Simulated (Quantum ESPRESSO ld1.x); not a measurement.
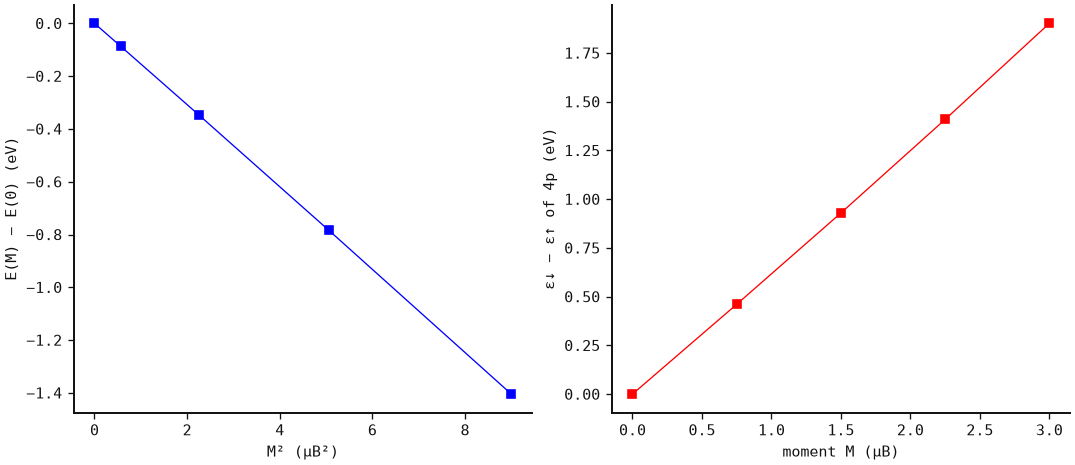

For As in [Ar] 3d10 4s2 4p3, the spin moment of the 4p shell is fixed at a series of values. Method: scalar-relativistic Kohn-Sham, LDA (Slater exchange, Perdew-Wang correlation), spin-polarised, spherical densities, point nucleus; computed with Quantum ESPRESSO ld1.x 7.5. The plot shows the energy and the exchange splitting.

**What is the spin-polarisation energy, and which exchange integral follows?**

The energy falls with the moment, to −1.40 eV at M = 3 μB, the largest moment run, in line with Hund's first rule (at fractional spins the functional's fractional-spin error adds to the fall). A fit E = −I M²/4 gives an exchange integral I of about 0.62 eV, and the exchange splitting grows nearly in proportion to M, to 1.90 eV (0.63 eV per μB).
